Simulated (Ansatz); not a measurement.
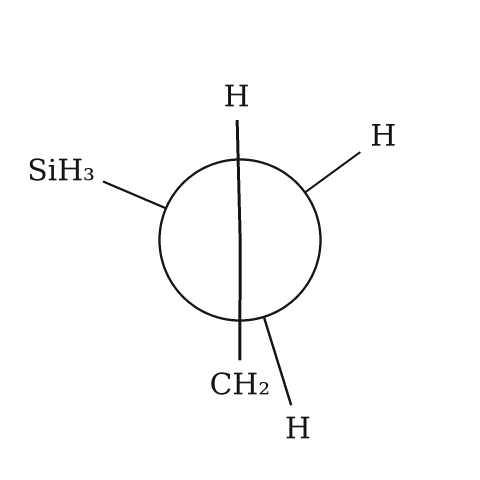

A Newman projection along the C–Ge bond, carbon in front; angles are drawn as computed, but eclipsed bonds slightly apart. The geometry was computed by an optimisation with PBE0-D4/def2-TZVP. No frequency run is at hand to confirm it as a minimum.

Question: Which molecule is it?

Answer: C2H8GeSi, C=[CH][GeH2][SiH3]

Question: What is the torsion angle from the front CH2 to the back SiH3? The sign is positive where the front bond must turn clockwise to cover the back bond.

Answer: 113°, anticlinal.
